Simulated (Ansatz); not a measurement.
# Sn2C (model cell, started as antifluorite): phonons and vibrational spectra, part 2 of 2

Wanted: phonon frequencies of Sn2C (model cell, started as antifluorite) and what follows from them.

Ansatz 0.2.0; DFT PBEsol, scalar-relativistic, plane waves, PAW.

So far. Step 4 (Relaxing to small forces for the phonons): The forces vanish by symmetry and the pressure is 0.003 GPa, within the tolerances set. The cell now holds 20.41 Å³/atom. Step 5 (Linear response at the zone centre): Before it was imposed, the acoustic sum rule was missed by 4.5e-5 eV/Å². Small misses are needed for a sound result but don't prove that mesh and cutoff are converged. The relaxed cell has a = 6.256 Å (conventional setting).

The structure was built from a prototype and need not be the compound's stable phase.

## 6. Response at finite wavevector

Stability and thermal properties need the whole zone. Linear response on a 4×4×4 q mesh gives force constants as far as a supercell of that size would.

Input file input.yaml:

```yaml
crystal:
  lattice:
    - [0.0, 3.1280718686, 3.1280718686]
    - [3.1280718686, 0.0, 3.1280718686]
    - [3.1280718686, 3.1280718686, 0.0]
  atoms:
    - { symbol: C, position: [0.0, 0.0, 0.0] }
    - { symbol: Sn, position: [0.25, 0.25, 0.25] }
    - { symbol: Sn, position: [0.75, 0.75, 0.75] }
kpoints:
  mp_grid: { grid: [12, 12, 12] }
hamiltonian:
  xc: pbesol
scf:
  occupations: { method: methfessel_paxton, width: 0.2 }
output:
  eigenvalues: true
phonons:
  method: dfpt
  qmesh: [4, 4, 4]
  temperatures: { t_max: 1000, t_step: 50 }
  qpath:
    path:
      - [[0.0, 0.0, 0.0], [0.5, 0.0, 0.5], [0.625, 0.25, 0.625]]
      - [[0.375, 0.375, 0.75], [0.0, 0.0, 0.0], [0.5, 0.5, 0.5], [0.5, 0.25, 0.75], [0.5, 0.0, 0.5]]
    npoints: 10
```

Run with:

```
$ ansatz run input.yaml --threads 4 --pin off --max-ram 7168MiB --backend cpu --events-out ev --progress --plain --runs-dir out
```

Numbers of over 12 decimals in the logs are rounded to 6 here.

Log:

```text
Warning: phonons: the dynamical matrix that this run interpolates holds no multipole term above the dipole-dipole one, and a site of this crystal is no centre of inversion, so its interpolated transverse optical and acoustic branches and sound speeds can stay off near Gamma, and the density of states and the thermodynamics with them. What a run solves at a wave vector of phonons.qpoints, Gamma apart, where the deck admits one, is free of this, and under fd what a larger phonons.supercell samples
[...]
Crystal: 3 atoms, lattice volume = 61.215 Å³
Basis set: ecut = 420 eV, 1243 PW (Γ), exchange–correlation on 60×60×60 points (8 copies of the dense FFT grid, shifted against one another)
Bands: 20, of which v1, the nominal top of the filled ones, is band 16 counted from 1 (15 counted from 0)
Symmetry: 48 space group operations
k-points: 72 of 1728
[...]
SCF iter   1: F=—  HF=-12142.222407 eV  |F-HF|=—  |Δ(HF+E_count)|=         —  Δρ=1.18e-2  dr2=1.53e-1  ethr=1.77e-3  ⟨swp⟩=5.3  Hψ=6731  notcnv=0
[...]
SCF iter  10: F=-12142.190232 eV  HF=-12142.190232 eV  |F-HF|=3.64e-12  |Δ(HF+E_count)|=  3.64e-12  S|Δr|=    0.00e0  Δρ=1.75e-8  dr2=1.50e-13  ethr=1.00e-12  ⟨swp⟩=5.1  Hψ=5631  notcnv=0
SCF 1 converged in 10 iterations: F = -12142.190232 eV  dr2 = 1.50e-13
[...]
SCF iter   6: F=-12142.190232 eV  HF=-12142.190232 eV  |F-HF|=9.09e-12  |Δ(HF+E_count)|=  5.46e-12  S|Δr|=    0.00e0  Δρ=9.92e-8  dr2=6.80e-12  ethr=1.00e-12  ⟨swp⟩=2.0  Hψ=2509  notcnv=0
SCF 2 converged in 6 iterations: F = -12142.190232 eV  dr2 = 6.80e-12
phonons: the bands overlap, so this run is a metal and interpolates without the dipole-dipole term. If the crystal is really an insulator or semiconductor, its LO-TO splitting is missing
NSCF: frozen V_eff on 72 k-points
[...]
DFPT response loops at q = (0, 0, 0) (fractional): preconditioner auto → Kerker (q_TF=auto, 2.449 Å⁻¹) (partly filled bands, converged f_vac=0.000); β = 1.00, the filter's whole step (`scf.mixing.beta` (0.50) is not read by the response loops under this deck's `scf.mixing.preconditioner`; to damp them name `kerker` or `kerker_dos`, under which they read `scf.mixing.beta`, and type it under 1.00, their step now; both keys bind the ground state too); Broyden in place of MSR1
[...]
SCF converged after 10 iterations
[...]
Free energy (F): -12142.190232 eV
[...]
Internal energy: -12142.192581 eV  (E = F + TS)
E sigma→0 (E₀):  -12142.190819 eV
Entropy (-TS):   0.002349 eV (0.783 meV/atom)
Fermi energy:    10.861168 eV
[...]
--- Band table (eV; the first three rows and the last of 72) ---
  k-point 0: bands = [... 12 lower, 8.9630, 8.9630, 8.9630, 8.9972, 10.1785, 10.1785, 10.1785, 15.5057]
  k-point 1: bands = [... 12 lower, 8.0411, 8.8062, 8.8062, 9.1663, 10.3832, 10.3832, 11.1900, 15.2203]
  k-point 2: bands = [... 12 lower, 6.9360, 8.5195, 8.5195, 9.6762, 10.7748, 10.7748, 12.3983, 14.7711]
  k-point 71: bands = [... 12 lower, 2.9053, 5.5280, 10.3992, 10.3992, 10.4952, 11.7341, 14.7453, 14.7453]
--- Phonons (Γ-DFPT): 2 representative perturbations + reference (Σ response iterations 6) ---
  ASR residual: 7.518e-6 → 0.000e0 eV/Å²; symmetrization residual: 8.732e-7 eV/Å²
  ASR residual per site (eV/Å²): 4.87e-7 7.52e-6 7.52e-6
  Γ frequencies (cm⁻¹): -89.26 -89.26 -89.26 0.00 0.00 0.00 125.56 125.56 125.56
--- Phonons (arbitrary-q DFPT): 8 irreducible q on the 4×4×4 mesh ---
  q = [0.0000, 0.0000, 0.0000] (star 1, of the zone-centre solve; hermiticity 4.95e-7, symmetrization 4.31e-12): -89.26 -89.26 -89.26 -0.00 -0.00 -0.00 125.56 125.56 125.56
  q = [0.0000, 0.0000, 0.2500] (star 8, 2 solved perturbations on 936 of 1728 k-point pairs; hermiticity 2.26e-7, symmetrization 4.98e-12): -130.23 -130.23 -110.28 44.94 44.94 62.52 113.75 113.75 114.45
[...]
q = [0.0000, 0.2500, 0.2500] (star 6, 4 solved perturbations in 1608 linear systems a pass and spin channel, the states on 510 of 1728 k-point pairs; hermiticity 5.82e-7, symmetrization 1.11e-12): -174.76 -174.76 -153.40 -25.32 -25.32 82.19 99.71 128.76 128.76
[...]
sum rule: each row above includes the acoustic sum rule's correction from the zone centre's row sums; it moved no ω² by more than (0.13 cm⁻¹)²
  mesh force constants: q→R imaginary residual 9.69e-18; ASR residual 7.518e-6 → 0.000e0 eV/Å²; symmetrization residual 1.332e-15 eV/Å²
  interpolated dispersion: 62 rows × 9 modes
  density of states and harmonic sums: on the 20×20×20 q-mesh, interpolated from the force constants of a 4×4×4 supercell (no non-analytic term)
  largest difference from the sums on the solved wave vectors: F 7.51e-2 eV, S 9.21e-5 and C_V 1.71e-5 eV/K
  zero-point energy: 0.028693 eV/cell   skipped modes (ω ≤ 0): 1020, of them read as no rigid motion or as one in doubt: 1017 (3.927e0 modes/cell left out, lowest -271.07 cm⁻¹)   left out of the sums: 4.36e-1 of the cell's modes: C_V's classical limit lies that fraction below 3 k_B per atom; for a crystal, a wire or a layer, F and S can be off by more, and a phonons.interpolated_qmesh denser along its periods is the remedy for the sampling
```

Wall time 9.4 min (4 threads of Arm Neoverse V2, shared host); peak memory 4.3 GiB; 37 min of CPU time.

Numbers from this step:

```
sum-rule residual before enforcement                    : 7.52e-6 eV/Å²
lowest frequency on the path                            : -270.3 cm⁻¹
highest frequency on the path or at a solved wavevector : 139.1 cm⁻¹
lowest mode on the q mesh (acoustic modes at Γ apart)   : -264.9 cm⁻¹
```

Frequencies (cm⁻¹) solved at each irreducible wavevector; negative means imaginary. Frequencies by wavevector, by row:

| q in reciprocal lattice units | star | mode 1 | mode 2 | mode 3 | mode 4 | mode 5 | mode 6 | mode 7 | mode 8 | mode 9 |
| --- | --- | --- | --- | --- | --- | --- | --- | --- | --- | --- |
| 0 0 0 | 1 | -89.3 | -89.3 | -89.3 | 0 | 0 | 0 | 125.6 | 125.6 | 125.6 |
| 0 0 0.25 | 8 | -130.2 | -130.2 | -110.3 | 44.9 | 44.9 | 62.5 | 113.8 | 113.8 | 114.5 |
| 0 0 -0.5 | 4 | -263.4 | -187.8 | -187.8 | 83.1 | 83.1 | 85.4 | 89.2 | 89.2 | 102.4 |
| 0 0.25 0.25 | 6 | -174.8 | -174.8 | -153.4 | -25.3 | -25.3 | 82.2 | 99.7 | 128.8 | 128.8 |
| 0 0.25 -0.5 | 24 | -264.9 | -210.1 | -156.9 | -3.5 | 39.1 | 44.6 | 117.7 | 118.1 | 127.7 |
| 0 0.25 -0.25 | 12 | -202.8 | -167.1 | -149.4 | -38.3 | 84.4 | 84.5 | 92.1 | 95.7 | 130.8 |
| 0 -0.5 -0.5 | 3 | -236.1 | -236.1 | -189 | -50.1 | -30.6 | -30.6 | 128.1 | 128.1 | 139.1 |
| 0.25 -0.5 -0.25 | 6 | -230.2 | -224.7 | -224.7 | -56.4 | -28.9 | 84.5 | 84.5 | 134.1 | 136.9 |

Interpolated from a 4×4×4 q mesh. Phonon branches along the path, in cm⁻¹:

```csv
point,branch 1,branch 2,branch 3,branch 4,branch 5,branch 6,branch 7,branch 8,branch 9
Γ,-89,-89,-89,0,0,0,126,126,126
X,-236,-236,-189,-50,-31,-31,128,128,139
U,-251,-216,-196,-52,38,38,118,119,137
jump to K,-251,-216,-196,-52,38,38,118,119,137
Γ,-89,-89,-89,0,0,0,126,126,126
L,-263,-188,-188,83,83,85,89,89,102
W,-230,-225,-225,-56,-29,84,84,134,137
X,-236,-236,-189,-50,-31,-31,128,128,139
```

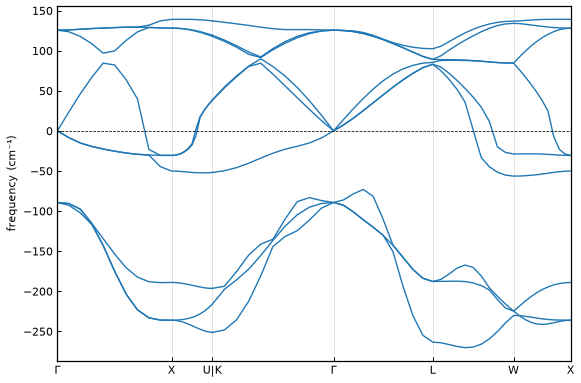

Phonon branches along the path.

The phonon density of states has structure finer than the step of the table below, so its rows give means over 20 cm⁻¹, whole bins alone (the curve runs from -272 to 138 cm⁻¹). Peaks (cm⁻¹: height): -187.5: 0.0319, -27.5: 0.0276, 82.5: 0.0443, 127.5: 0.118.

Tetrahedra on a 20×20×20 mesh, mean over bins of 5 cm-1. Interpolated from a 4×4×4 q mesh. Phonon density of states against wavenumber; means over each step:

```csv
wavenumber (cm⁻¹),phonon density of states (1/cm⁻¹/cell)
-260,0.0153
-240,0.0183
-220,0.0150
-200,0.0204
-180,0.0266
-160,0.0239
-140,0.0172
-120,0.00734
-100,0.00369
-80,0.00137
-60,0.00450
-40,0.0168
-20,0.0195
0,0.0108
20,0.0137
40,0.0230
60,0.0292
80,0.0351
100,0.0459
120,0.0757
```

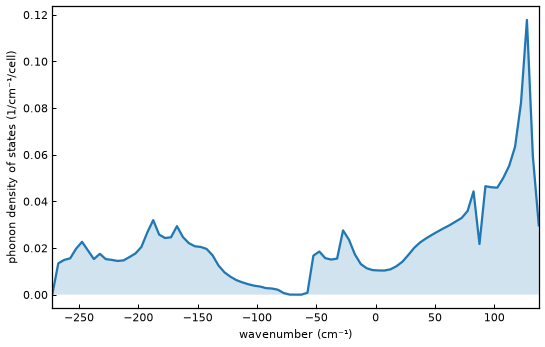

Phonon density of states, plotted against wavenumber.

The partial phonon density of states has structure finer than the step of the table below, so its rows give means over 20 cm⁻¹, whole bins alone (the curve runs from -281 to 153 cm⁻¹). Peaks (cm⁻¹: height): C -248.1: 0.0226, -215.3: 0.0182, -190.7: 0.0296, -174.3: 0.0286, -158.0: 0.0275, -144.3: 0.0233; Sn -26.9: 0.0292, 126.0: 0.101.

Phonopy on the run's constants, 15x15x15 mesh, Gaussian sigma 3.1 cm-1. Interpolated from a 4×4×4 q mesh. The partial phonon density of states by wavenumber; means over each step; values in 1/cm⁻¹/cell:

```
wavenumber (cm⁻¹)        C       Sn
             -260   0.0150   2.0e-5
             -240   0.0185   3.1e-5
             -220   0.0155   2.5e-5
             -200   0.0205   7.1e-5
             -180   0.0258   1.2e-4
             -160   0.0226   1.7e-4
             -140   0.0179   1.5e-4
             -120  0.00704   9.7e-5
             -100  0.00368   9.4e-5
              -80  0.00149   5.7e-5
              -60   1.5e-5  0.00479
              -40   6.6e-6   0.0172
              -20   3.6e-5   0.0229
                0   2.1e-5  0.00468
               20   3.9e-5   0.0149
               40   5.7e-5   0.0231
               60   7.9e-5   0.0295
               80   9.7e-5   0.0355
              100   1.3e-4   0.0451
              120   3.0e-4   0.0752
              140   6.6e-5   0.0262
```

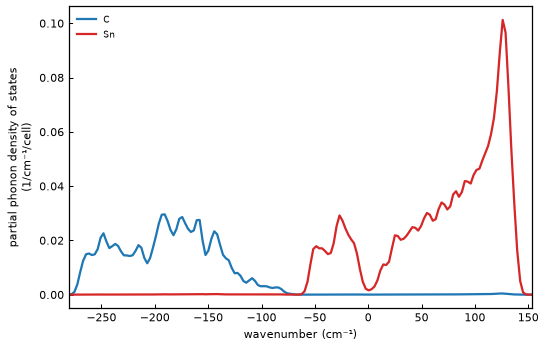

Partial phonon density of states against wavenumber.

Symmetry leaves 8 wavevectors to solve. The lowest mode among them, the acoustic zeros apart, lies at q = (0, 0.25, -0.5) and is imaginary, 264.9i cm⁻¹, so the energy falls along it. Between them the interpolated path dips to 270i cm⁻¹.

## 7. Isotope substitution, element C, natural mass 12.011 amu

An isotope changes the mass and not the force constants, so no new electronic calculation is needed; the shifts show which modes move this element.

The same force constants with the mass of C changed from 12.011 to 13.003 u (phonopy, no LO-TO term). Both lists are sorted by frequency; levels can cross, so a row need not hold one and the same mode. Modes under 3 cm⁻¹ are left out. Isotope shifts, by row:

```csv
q,rank,natural mass (cm⁻¹),changed mass (cm⁻¹)
0 0 0,1,-89.26,-85.96
0 0 0,2,-89.26,-85.96
0 0 0,3,-89.26,-85.96
0 0 0,7,125.6,125.6
0 0 0,8,125.6,125.6
0 0 0,9,125.6,125.6
0 0 0.25,1,-130.2,-125.2
0 0 0.25,2,-130.2,-125.2
0 0 0.25,3,-110.3,-106
0 0 0.25,4,44.94,44.94
0 0 0.25,5,44.94,44.94
0 0 0.25,6,62.52,62.52
0 0 0.25,7,113.8,113.7
0 0 0.25,8,113.8,113.7
0 0 0.25,9,114.5,114.4
0 0 -0.5,1,-263.4,-253.2
0 0 -0.5,2,-187.8,-180.5
0 0 -0.5,3,-187.8,-180.5
0 0 -0.5,4,83.07,83.07
0 0 -0.5,5,83.07,83.07
0 0 -0.5,6,85.37,85.37
0 0 -0.5,7,89.17,89.17
0 0 -0.5,8,89.17,89.17
0 0 -0.5,9,102.4,102.4
0 0.25 0.25,1,-174.8,-168
0 0.25 0.25,2,-174.8,-168
0 0.25 0.25,3,-153.4,-147.5
0 0.25 0.25,4,-25.32,-25.32
0 0.25 0.25,5,-25.32,-25.32
0 0.25 0.25,6,82.19,82.19
0 0.25 0.25,7,99.71,99.7
0 0.25 0.25,8,128.8,128.7
0 0.25 0.25,9,128.8,128.7
```

A mode of this element alone would shift by -3.89 %. The highest zone-centre frequency without the field goes from 125.6 to 125.6 cm⁻¹ (+0.0 %).

## 8. Another isotope, element Sn, natural mass 118.71 amu

The same for Sn, from 118.71 to 123.91 u.

A mode of this element alone would shift by -2.12 %. The highest zone-centre frequency without the field goes from 125.6 to 122.9 cm⁻¹ (-2.1 %).

## 9. What came out

```json
{
 "space group after relaxation (within 0.01 Å)": "Fm-3m",
 "volume per atom": "20.4 Å³",
 "electronic character": "no gap on this mesh",
 "highest optical mode at the zone centre (no LO-TO term)": "126 cm⁻¹",
 "lowest optical zone-centre mode": "-89.3 cm⁻¹",
 "lowest mode on the q mesh (acoustic modes at Γ apart)": "-265 cm⁻¹",
 "highest frequency on the path or at a solved wavevector": "139 cm⁻¹",
 "imaginary modes on the 4×4×4 q mesh": "yes"
}
```

What this shows: Modes are clearly imaginary (beyond 10i cm⁻¹) at 8 of the 8 irreducible wavevectors, most at q = (0, 0.25, -0.5) (264.9i cm⁻¹), so this structure is not a minimum of the energy. The optical modes at Γ span -89 to 126 cm⁻¹ (negative means imaginary). The highest mode in this list at Γ, 125.6 cm⁻¹, is mostly motion of Sn (100 % of the kinetic energy). With no gap, or one that is small against the smearing, the frequencies hang on the k mesh and the smearing, most of all near Kohn anomalies. Spin-orbit coupling is left out, which can matter for the heavy elements here. The starting cell was built on a prototype and not taken from a measurement, so the phase need not exist. These are harmonic frequencies at zero temperature: anharmonic shifts, linewidths and thermal expansion are left out.

[Logs are printed without paths, hosts, clocks, repeated set-up lines and the standing remarks that a program may print on its own settings, such as how far it seeks lower states.]

[Hosts, paths, dates, database ids (printed as entryN), source tags and the programs' standing remarks are cut or masked in the printed files.]
